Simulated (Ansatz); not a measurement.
The figure comes from a scan of HfO₂ (tetragonal-ZrO2 type, space group P4_2/nmc): one O atom of a 6-atom cell moves by s along Cartesian z, with its periodic images. These are PBEsol (plane waves to 420 eV, PAW, scalar-relativistic; Ansatz, a program for electronic structure) values and carry that method's errors. k mesh 8×8×5 (Γ-centred), Fermi-Dirac smearing 0.05 eV. F∥ is the force on the atom along that direction. HfO2 is run without spin polarisation. HfO2 was relaxed with its symmetry unable to fall. Spin-orbit coupling is left out, though Hf is heavy. The PAW data are Ansatz's earlier set. This is a high-temperature form of HfO2. 

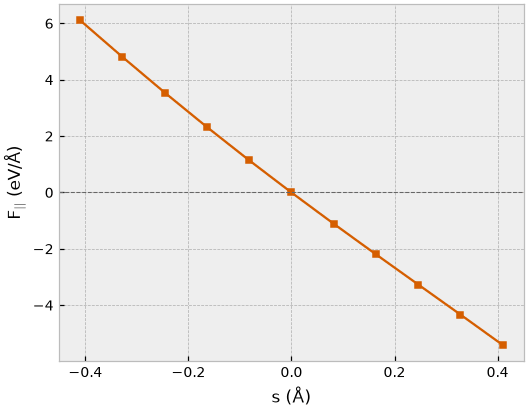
*F∥ (eV/Å) against s (Å); one marker a computed point.*

Problem. List the plotted points as numbers.

Solution. To the nearest 0.2:

```
s (Å)   F∥ (eV/Å)
------  ---------
-0.410        6.2
-0.328        4.8
-0.246        3.6
-0.164        2.4
-0.082        1.2
0.000         0.0
0.082        -1.2
0.164        -2.2
0.246        -3.2
0.328        -4.4
0.410        -5.4
```

(For displaced atoms, the force is minus the slope of the energy, and its curvature is a force constant, which sets phonon frequencies.)
